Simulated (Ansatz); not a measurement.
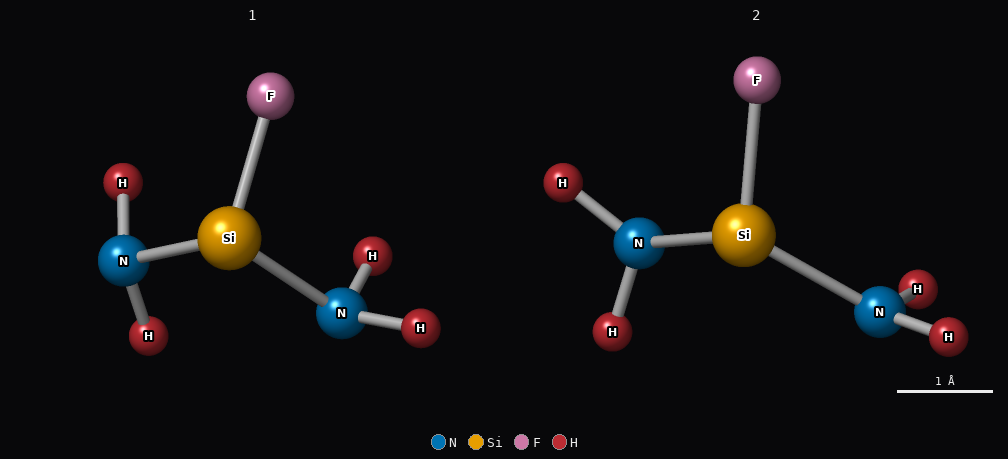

Two geometries of SiN2H4F (multiplicity 2) (coarse preliminary run), drawn at one scale. One is the start of a relaxation, the other its converged end. A ball-and-stick model, seen at a tilt.

Level of theory: Ansatz 0.2.0, UKS PBE-D4/def2-SVP. Settings: force threshold 0.03 eV/Å; at most 200 steps.

**Which one is relaxed?**

Structure 2 is the relaxed one. The start comes from a force field. After 9 accepted moves (12 points after the start) the energy has fallen by 1.730 eV. Largest force component: 6.4 eV/Å at the start, 0.0049 eV/Å at the end. The line search rejected the trial steps at points 5, 8, 11 of the run. An H atom moves most after the best rigid fit: 0.72 Å. By element the largest moves are H 0.72 Å, N 0.44 Å, F 0.28 Å, Si 0.22 Å. Near-neighbour distances that change, for instance: N–Si 1.623 → 1.745 Å, F–Si 1.557 → 1.658 Å, H–N 0.951 → 1.026 Å, N–Si 1.682 → 1.731 Å. Among the angles between lasting bonds that change: N–Si–N 92.0° → 105.0°, Si–N–H 107.3° → 120.2°, N–Si–F 103.5° → 116.0°. The run took of the order of 30 core-seconds on a shared host.
